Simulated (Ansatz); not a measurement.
**C$_{2}$H$_{9}$NSi (SMILES CN(C)[SiH3]): density, localisation and related maps**

| atom | x (Å) | y (Å) | z (Å) |
| --- | --- | --- | --- |
| C | -0.8534 | 1.0515 | -0.5674 |
| N | -0.0643 | 0.1014 | 0.1769 |
| C | 1.2573 | 0.5768 | 0.5037 |
| Si | -0.4044 | -1.5804 | 0.1019 |
| H | -0.4161 | 1.2925 | -1.5485 |
| H | -0.9475 | 1.9915 | -0.0094 |
| H | -1.8607 | 0.6637 | -0.7354 |
| H | 1.1974 | 1.5091 | 1.0790 |
| H | 1.8701 | 0.7783 | -0.3884 |
| H | 1.7871 | -0.1567 | 1.1157 |
| H | 0.0687 | -2.2753 | -1.1371 |
| H | -1.8797 | -1.7523 | 0.1670 |
| H | 0.2656 | -2.2347 | 1.2567 |

Geometry: PBE0-D4/def2-TZVP.

These are results of Ansatz 0.2.0, RKS PBE0-D4/def2-TZVPP, not measurements.

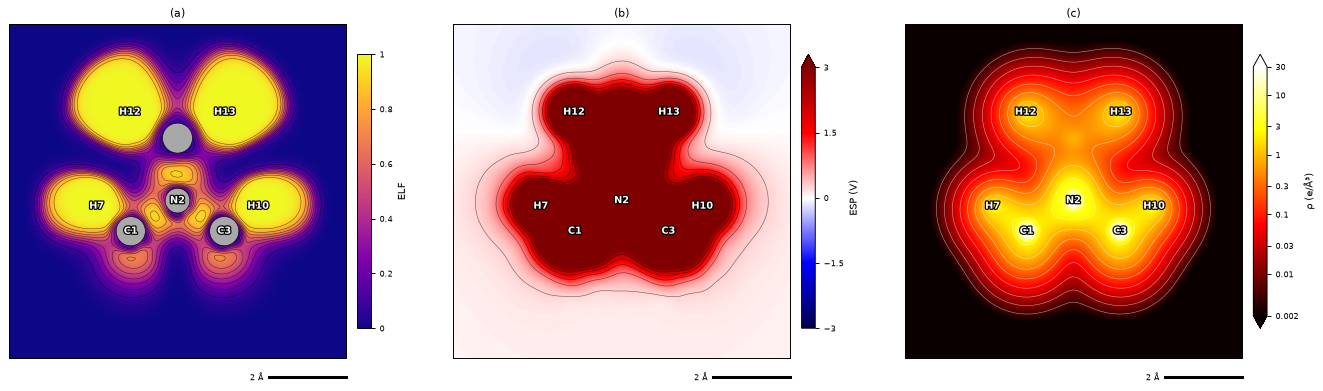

Figure 1. (a) electron localisation function; (b) molecular electrostatic potential; (c) electron density on the plane of atoms C1, N2 and C3. Grey discs cover the atomic cores in the ELF map.

**Read the bonding off the picture.**

- The section cuts through C, N and H sites.
- C–N (1.44 Å): the density is about 2 e/Å³ at the midpoint; the ELF peaks at about 0.90 between the atoms: a shared electron pair.
- C–H (1.09 Å): ρ is about 2.1 e/Å³ halfway; the ELF climbs to about 1 towards the hydrogen, as it does in any bond to H: a covalent bond by its length.
- The potential has no marked negative region in this plane.

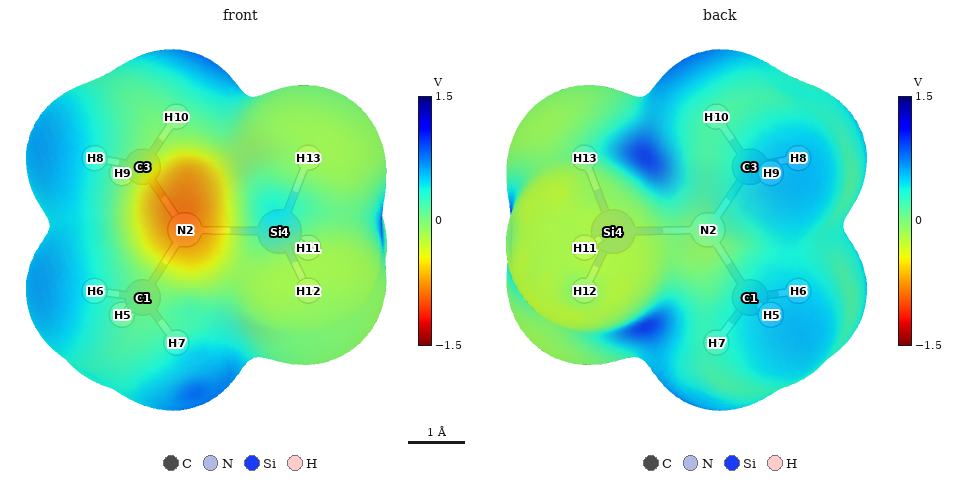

Figure 2. The molecular electrostatic potential painted on the density surface at 0.002 e/bohr³, seen from the front and from behind; the colour scale runs from red (negative) to blue (positive).

**Which sites attract a positive test charge, and which a negative one?**

A positive charge is drawn to the negative regions and a negative charge to the positive ones. The most negative region (about −0.8 V) lies over N2, the most positive (about +1.0 V) over Si4.

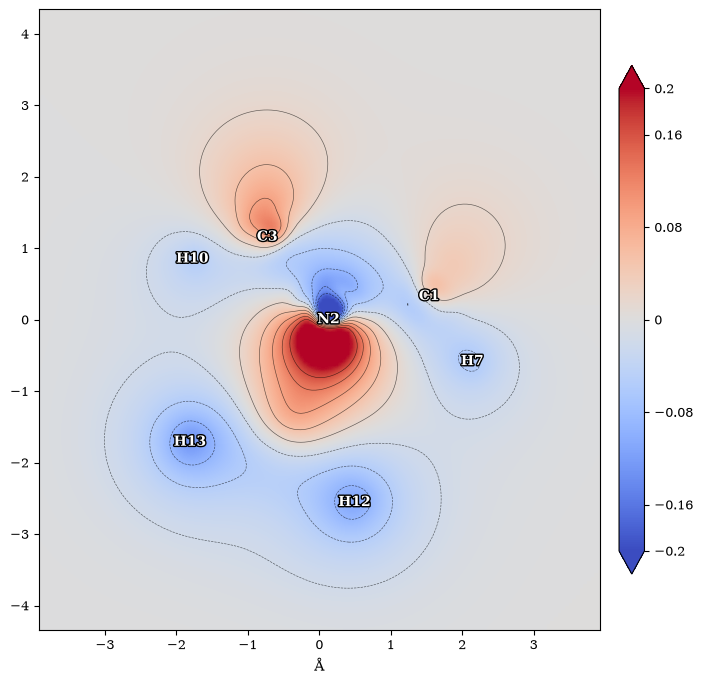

Figure 3. The HOMO on the plane of atoms N2, C1 and H7 (values in Å⁻³ᐟ²; the overall sign is arbitrary).

**What is the character of this orbital?**

Its weight (Hirshfeld) is mainly on N2 (about 50 %), Si4 (about 10 %), C1 (about 10 %) and C3 (about 10 %). Its energy is −6.39 eV.
